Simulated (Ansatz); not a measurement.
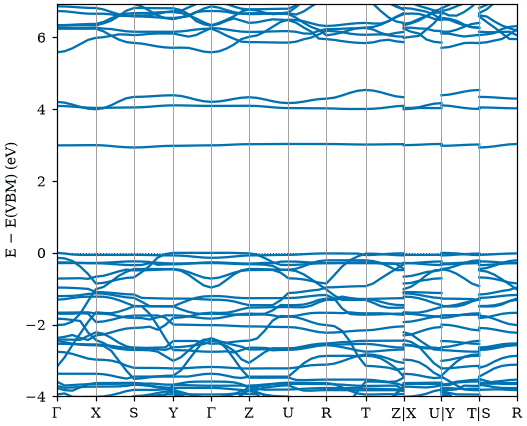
Figure. Band structure from PBE+D3(BJ) in the plane-wave PAW code Ansatz

**Question.** Read off the gap and where the band edges lie.

**Answer.** About 2.9 eV (2.93 eV by a search for the band edges); maximum on the Γ–Z line, 35 % of the way from Γ, minimum at S.

The material is C₈H₄N₆PtZn in space group Pmmm (No. 47; Pearson symbol oP20).

The cell is a constructed one: a structure type filled with these elements; neither database checked (COD, Materials Project) lists it. Whether it is the stable phase at ambient conditions was not checked. Symmetry was held in the PBE+D3(BJ) relaxation; whether a distortion lowers the energy is not shown. The run is not spin-polarised. Scalar-relativistic: spin–orbit coupling is off unless named, which matters more the heavier the elements.

Potentials: the later of the program's two PAW sets.
